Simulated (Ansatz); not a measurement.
Structure (in its standard cell), coordinates from a relaxation with DFT, revPBE, plane waves (420 eV) with PAW, scalar-relativistic (Ansatz); the starting structure was generated, so it need not be a known form of this composition:

```
Re
1.0
     2.78407    0.00000    0.00000
    -1.39204    2.41108    0.00000
     0.00000    0.00000    8.97519
Re
4
Direct
  0.00000 0.00000 0.00000
  0.00000 0.00000 0.50000
  0.33333 0.66667 0.25000
  0.66667 0.33333 0.75000
```

Question: What does the kinematic electron diffraction pattern along [100] look like at 120 kV (B = 0.8 Å²)?

Answer: The spots form a rectangular net whose two shortest vectors correspond to d = 8.98 Å and 2.41 Å, 90.0° apart. They are 0 0 1 (itself extinct) and 0 1 0. The pattern has symmetry 2mm. A screw axis and a glide plane both extinguish reflections such as 0 0 1, 0 0 3, 0 0 5; reflections such as 0 3 -1, 0 3 1, 0 3 3 are allowed by the space group but vanish because the atoms sit on special positions; reflections such as 0 0 2, 0 0 6, 0 0 10 are allowed but too weak to see at this display level.

Strongest reflections with d > 0.80 Å, one of each family (|F|² from tabulated Gaussian fits of the electron scattering factors, times a small damping for the curvature of the Ewald sphere):

| hkl | d (Å) | I (strongest = 100) |
| --- | --- | --- |
| 0 0 4 | 2.244 | 100 |
| 0 1 2 | 2.124 | 51 |
| 0 0 8 | 1.122 | 21 |
| 0 1 1 | 2.329 | 20 |
| 0 1 6 | 1.271 | 17 |
| 0 1 3 | 1.877 | 13 |

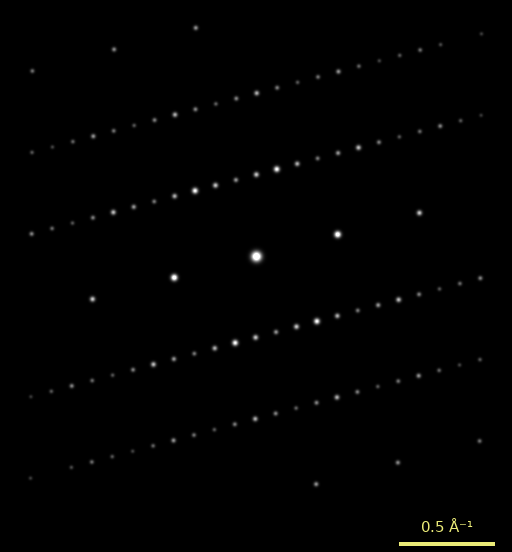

Calculated pattern, seen from the source side with [100] pointing towards the source.
